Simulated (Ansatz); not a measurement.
# YAlSe3 (model cell, started as cubic perovskite with Al in the octahedra): following an unstable mode, part 3 of 3

Wanted: the energy along a soft mode of YAlSe3 (model cell, started as cubic perovskite with Al in the octahedra) and the structure at the end.

Ansatz 0.2.0; DFT PBEsol, scalar-relativistic, plane waves, PAW; PAW set soft_1.

So far. Step 5 (Energy along the mode, all amplitudes (two of the runs …): The lowest of the steps tried is the last one, at 0.6 Å, 207 meV/atom below the parent; the bottom of the well need not coincide with a step. Step 7 (The new phase in its own primitive cell): The largest force component left is 0.036 meV/Å and the pressure is 0.001 GPa, within the tolerances set. The cell now holds 22.24 Å³/atom. The relaxed cell has a = 6.631, c = 5.057 Å (conventional setting).

The structure was built from a prototype and need not be the compound's stable phase.

## Step 8: Modes of the new phase, k-mesh 6×6×8

A relaxed structure may still be a saddle point, so its zone-centre modes are computed. No field response is asked, since the mesh shows no gap.

The input, input.yaml:

```yaml
crystal:
  lattice:
    - [6.6313666082, 0.0, 0.0]
    - [0.0, 6.6313666082, 0.0]
    - [0.0, 0.0, 5.0569577696]
  atoms:
    - { symbol: "Y", position: [0.5, 0.0, 0.0] }
    - { symbol: "Y", position: [0.0, 0.5, 0.0] }
    - { symbol: Al, position: [0.0, 0.0, 0.5] }
    - { symbol: Al, position: [0.5, 0.5, 0.5] }
    - { symbol: Se, position: [0.6690837489, 0.1690837489, 0.5] }
    - { symbol: Se, position: [0.3309162511, 0.8309162511, 0.5] }
    - { symbol: Se, position: [0.8309162511, 0.6690837489, 0.5] }
    - { symbol: Se, position: [0.1690837489, 0.3309162511, 0.5] }
    - { symbol: Se, position: [0.0, 0.0, 0.0] }
    - { symbol: Se, position: [0.5, 0.5, 0.0] }
kpoints:
  mp_grid: { grid: [6, 6, 8] }
hamiltonian:
  xc: pbesol
  pseudopotentials: { kind: paw, azcp: { folder: soft_1 }, xc_functional: pbe }
scf:
  occupations: { method: methfessel_paxton, width: 0.2 }
output:
  eigenvalues: true
phonons:
  method: dfpt
```

Launch:

```
> ansatz run input.yaml --threads 4 --pin off --max-ram 16384MiB --backend cpu --events-out ev --progress --plain --runs-dir out
```

Numbers of over 12 decimals in the logs are rounded to 6 here.

Log:

```text
zone centre: on kpoints.mp_grid the ground state, and the responses unless they are solved on pairs of k-points, stand on 100 of the mesh's 288 k-points, reduced under 2 symmetry operations, with k and −k counted as one. Each operation leaves every solved displacement unchanged or reverses it
[...]
Crystal: 10 atoms, lattice volume = 222.380 Å³
Basis set: ecut = 420 eV, 4289 PW (Γ), exchange–correlation on 96×96×72 points (8 copies of the dense FFT grid, shifted against one another)
Bands: 75, of which v1, the nominal top of the filled ones, is band 62 counted from 1 (61 counted from 0)
Symmetry: 16 space group operations
k-points: 100 of 288 (irreducible under 2 space group operations, time reversal used)
[...]
SCF iter   1: F=—  HF=-41196.637969 eV  |F-HF|=—  |Δ(HF+E_count)|=         —  Δρ=3.71e-2  dr2=4.74e0  ethr=3.10e-3  ⟨swp⟩=6.4  Hψ=28326  notcnv=0
[...]
SCF iter  15: F=-41195.407532 eV  HF=-41195.407532 eV  |F-HF|=0.00e0  |Δ(HF+E_count)|=    0.00e0  S|Δr|=    0.00e0  Δρ=3.25e-8  dr2=2.41e-12  ethr=1.00e-12  ⟨swp⟩=5.0  Hψ=31385  notcnv=0
SCF 1 converged in 15 iterations: F = -41195.407532 eV  dr2 = 2.41e-12
[...]
DFPT response loops at Γ: preconditioner auto → Kerker (q_TF=auto, 2.475 Å⁻¹) (partly filled bands, converged f_vac=0.000); β = 1.00, the filter's whole step (`scf.mixing.beta` (0.50) is not read by the response loops under this deck's `scf.mixing.preconditioner`; to damp them name `kerker` or `kerker_dos`, under which they read `scf.mixing.beta`, and type it under 1.00, their step now; both keys bind the ground state too); Broyden in place of MSR1
SCF converged after 15 iterations
[...]
Free energy (F): -41195.407532 eV
[...]
Internal energy: -41195.410172 eV  (E = F + TS)
E sigma→0 (E₀):  -41195.408192 eV
Entropy (-TS):   0.002640 eV (0.264 meV/atom)
Fermi energy:    9.664290 eV
[...]
--- Band table (eV; the first three rows and the last of 100) ---
  k-point 0: bands = [... 58 lower, 8.0809, 8.5371, 9.5990, 9.6524, 9.6524, 10.1971, 10.6495, 10.6495, ... 9 higher]
  k-point 1: bands = [... 58 lower, 8.0736, 8.1350, 9.5638, 9.5638, 9.7386, 10.3493, 10.9184, 10.9184, ... 9 higher]
  k-point 2: bands = [... 58 lower, 8.1501, 8.1501, 9.3650, 9.3650, 10.1425, 10.3395, 11.1726, 11.4027, ... 9 higher]
  k-point 99: bands = [... 58 lower, 8.1282, 8.1282, 8.8703, 8.8703, 10.8941, 10.8941, 11.5334, 11.5334, ... 9 higher]
--- Phonons (Γ-DFPT): 8 representative perturbations + reference, on 100 of 288 k-points (Σ response iterations 30) ---
  k mesh reduced under 2 symmetry operations, with k and −k counted as one. Each operation leaves every solved displacement unchanged or reverses it
  ASR residual: 8.240e-5 → 0.000e0 eV/Å²; symmetrization residual: 6.578e-6 eV/Å²
  ASR residual per site (eV/Å²): 1.59e-5 1.59e-5 4.42e-5 4.42e-5 1.31e-5 1.31e-5 1.31e-5 1.31e-5 8.24e-5 8.24e-5
  Γ frequencies (cm⁻¹): -105.48 -105.48 -93.06 -93.06 -27.84 -26.29 -26.29 0.00 0.00 0.00 78.88 78.88 82.63 115.72 123.24 123.24 125.95 129.26 129.26 140.57 150.59 154.02 187.73 217.61 239.78 247.11 314.24 314.24 323.11 323.11
  non-analytic LO–TO correction: not included (Born effective charges unavailable; polar crystals: no LO–TO splitting at Γ)
```

The job ended after 10 min (4 threads of Arm Neoverse V1, shared host; peak memory 4.9 GiB).

This step gave:

| Quantity | Value |
| --- | --- |
| sum-rule residual before enforcement | 8.24e-5 eV/Å² |
| point group | 4/mmm |
| highest optical mode at the zone centre (no LO-TO term) | 323.1 cm⁻¹ |
| lowest optical zone-centre mode | -105.5 cm⁻¹ |

Patterns of degenerate modes are one choice out of their space. The modes at Γ (shares of kinetic energy by element, %) (negative means imaginary):

```tsv
mode	frequency (cm⁻¹)	symmetry	Y %	Al %	Se %
1	-105.5	Eu	62	0	38
2	-105.5	Eu	62	0	38
3	-93.1	Eu	50	0	50
4	-93.1	Eu	50	0	50
5	-27.8	B1u	45	0	55
6	-26.3	Eu	20	2	77
7	-26.3	Eu	20	2	77
8	0.0	acoustic	25	8	67
9	0.0	acoustic	25	8	67
10	0.0	acoustic	25	8	67
11	78.9	Eu	26	15	59
12	78.9	Eu	26	15	59
13	82.6	A2u	55	19	26
14	115.7	A1u	0	45	55
15	123.2	Eg	0	0	100
16	123.2	Eg	0	0	100
17	126.0	A2u	19	26	55
18	129.3	Eu	16	13	70
19	129.3	Eu	16	13	70
20	140.6	B1u	55	0	45
21	150.6	B1g	0	0	100
22	154.0	A1g	0	0	100
23	187.7	B2g	0	0	100
24	217.6	A2g	0	0	100
25	239.8	A1u	0	55	45
26	247.1	A2u	0	47	52
27	314.2	Eu	0	74	26
28	314.2	Eu	0	74	26
29	323.1	Eu	0	88	12
30	323.1	Eu	0	88	12
```

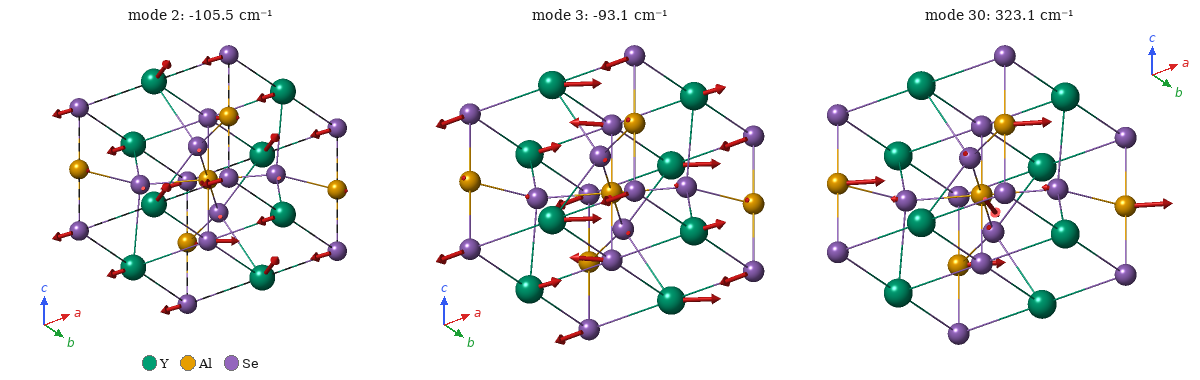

Displacement patterns of modes 2, 3 and 30 at Γ; arrows are exaggerated. Some periodic images of atoms are drawn too.

Before it was imposed, the acoustic sum rule was missed by 8.2e-5 eV/Å². Small misses are needed for a sound result but don't prove that mesh and cutoff are converged. The lowest optical mode is imaginary, 105.5i cm⁻¹, so the energy falls along it.

## Step 9: The phases reached

The phases reached along the modes that were followed are set side by side.

Energies are those of the first relaxation, on the mesh of the frozen mode; space group, volume and gap are those of the last relaxation. Phases, by row:

```tsv
mode frozen in	space group	energy from parent (meV/atom)	volume (Å³/atom)	gap on mesh (eV)	lowest zone-centre optical mode (cm⁻¹)	largest shift (Å)
parent	Pm-3m	0	22.57	0	–	–
q = (-0.5, -0.5, -0.5), 167i cm⁻¹	I4/mcm	-291.5	22.11	0.207	-105.1	0.768
q = (-0.5, -0.5, -0.5), 167i cm⁻¹	R-3c	-365.6	22.25	0.7	-96.5	0.73
q = (-0.5, -0.5, -0.5), 167i cm⁻¹	Imma	-381.1	22.89	0.608	-85.9	0.811
q = (0, -0.5, -0.5), 145i cm⁻¹	P4/mbm	-256.1	22.24	0	-105.5	0.759
```

## Step 10: Results

```yaml
unstable_mode_of_the_parent: q = (0, -0.5, -0.5), 145i cm⁻¹
depth_at_the_lowest_point_sampled: 207 meV/atom
largest_atomic_shift_at_that_point: 0.6 Å
space_group_reached_within_0p01_a: P4/mbm
energy_gained_over_the_parent_first_relaxation_on_the_mesh_of_the_frozen_mode: 256 meV/atom
volume_per_atom_phase_reached: 22.2 Å³
lowest_optical_zone_centre_mode_phase_reached: -105 cm⁻¹
highest_optical_mode_at_the_zone_centre_no_lo_to_term_phase_reached: 323 cm⁻¹
```

In words: Along this mode the structure falls into P4/mbm, 256 meV/atom below the parent. At the parent's cell the well is 207.4 meV/atom deep on the steps tried, with its lowest point at a shift of 0.6 Å. That is the last step tried, so the steps alone don't bracket the bottom of the well. Relaxing atoms and cell changes the gain by +48.74 meV/atom against the lowest step (energies at zero smearing). The new phase still has an imaginary mode at the zone centre of its cell, so it is a saddle point on the way to a lower structure. Of the 4 patterns followed to their end from this parent, this one ends 125 meV/atom above the lowest, Imma. Each path keeps the symmetry of its pattern, so a lower phase may lie along a pattern not tried. With no gap, or one that is small against the smearing, the frequencies hang on the k mesh and the smearing, most of all near Kohn anomalies. A semilocal functional can close a gap that the real compound would have, so the metallic treatment may be an artefact of the level. The PAW files were made for PBE and serve the other functionals too. The starting cell was built on a prototype and not taken from a measurement, so the phase need not exist.

[Logs are printed without paths, hosts, clocks, repeated set-up lines and the standing remarks that a program may print on its own settings, such as how far it seeks lower states.]

[Hosts, paths, dates, database ids (printed as entryN), source tags and the programs' standing remarks are cut or masked in the printed files.]
